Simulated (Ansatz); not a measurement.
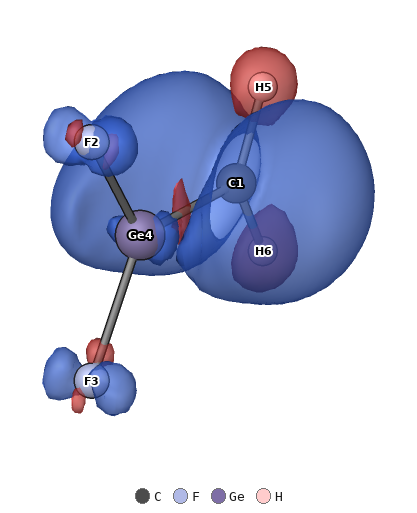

Figure 1: CH2F2Ge (SMILES [CH2][Ge+]([F])[F]) (charge +1, doublet). Isosurfaces of the spin density at +0.015 (blue) and −0.015 e/Å³ (red), seen at an oblique angle.

Geometry: BLYP-D3(BJ)/def2-SVP.

Computed with isolated molecule in a Gaussian basis; Kohn-Sham density functional theory, functional PBE0 (Ansatz 0.2.0).

```yaml
atoms:
  - { symbol: C, position_ang: [-0.1458, 2.0839, -0.1874] }
  - { symbol: F, position_ang: [1.5078, -0.5156, 0.6028] }
  - { symbol: F, position_ang: [-1.2601, -0.8754, 0.1547] }
  - { symbol: Ge, position_ang: [0.0334, 0.2366, 0.1889] }
  - { symbol: H, position_ang: [0.7579, 2.7158, -0.1366] }
  - { symbol: H, position_ang: [-1.1481, 2.4681, -0.4452] }
```

Q: Which atoms carry the spin?

A: The unpaired spin (1 electron) lies mostly on C1 (about 0.7) and Ge4 (about 0.2), in electrons by Hirshfeld's partition.
